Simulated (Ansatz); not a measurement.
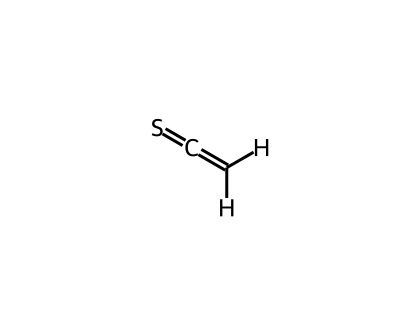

Transcribe the drawing into SMILES.

C=C=S

What is the molecular formula?

C2H2S.

More results for the same structure follow; atom numbers are the same in all pictures, views and colours differ. The computed structure is the end point of a PBE0-D4/def2-TZVP optimisation.

**Shape**

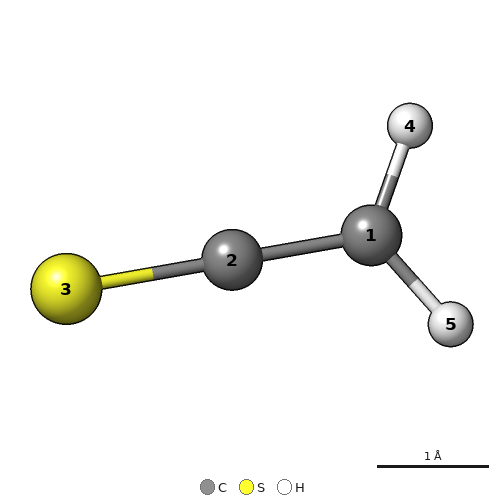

Numbered structure.

What is the geometry at C1?

C1 has 3 neighbours (C2 at 1.30, H4 at 1.08, H5 at 1.08 Å); the arrangement is trigonal planar.

Describe the coordination of atom 2.

C2 has 2 neighbours (C1 at 1.30, S3 at 1.55 Å); the arrangement is linear.

**Levels of theory compared**

Program: Ansatz 0.2.0.

Compare vertical IP (eV), dipole (D), HOMO–LUMO gap (eV) at these levels: B3LYP-D4/def2-TZVPP; PBE-D4/def2-TZVPP; r2SCAN-D4/def2-TZVPP; ωB97M-V/def2-TZVPP.

```csv
level,vertical IP (eV),dipole (D),HOMO–LUMO gap (eV)
B3LYP-D4/def2-TZVPP,8.91,1.02,4.04
PBE-D4/def2-TZVPP,8.86,0.96,2.46
r2SCAN-D4/def2-TZVPP,8.80,1.06,2.81
ωB97M-V/def2-TZVPP,8.89,1.03,8.70
```

**Charges**

The questions are on Mulliken charges. Level of theory: RKS r2SCAN-D4/def2-TZVPP (Ansatz 0.2.0).

Give the Mulliken charges atom by atom.

```
atom  value (e)
  C1      −0.22
  C2       0.06
  S3      −0.08
  H4       0.12
  H5       0.12
```

**Thermal motion**

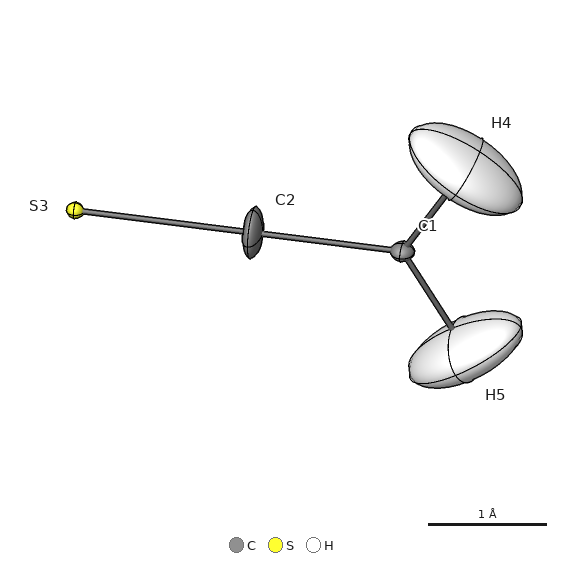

Displacement ellipsoids at the 50 % level, enlarged 2 times, from the internal vibrations of the free molecule (harmonic, no overall translation or rotation; no half-axis is drawn under 0.075 Å). Vibrations computed with RKS PBE0-D4/def2-TZVP (Ansatz 0.2.0). Temperature: 600 K.

Which atom has the largest mean-square displacement?

H4, H5, with U_eq = 0.0184 Å².

Does H4 move more along its bond or across it?

Across it: the root-mean-square amplitude is 0.075 Å along the bond and up to 0.182 Å across, since bending and torsion are softer than stretching.

Give the displacement parameters, one line for each set of equivalent atoms.

```
  atom  U_eq (Å²)   rms amplitudes (Å)
    C1     0.0011  0.026, 0.034, 0.037
    C2     0.0037  0.027, 0.071, 0.074
    S3    0.00024  0.013, 0.016, 0.018
H4, H5     0.0184  0.075, 0.128, 0.182
```

Mulliken values depend strongly on the basis set and can even reverse the polarity of a bond.
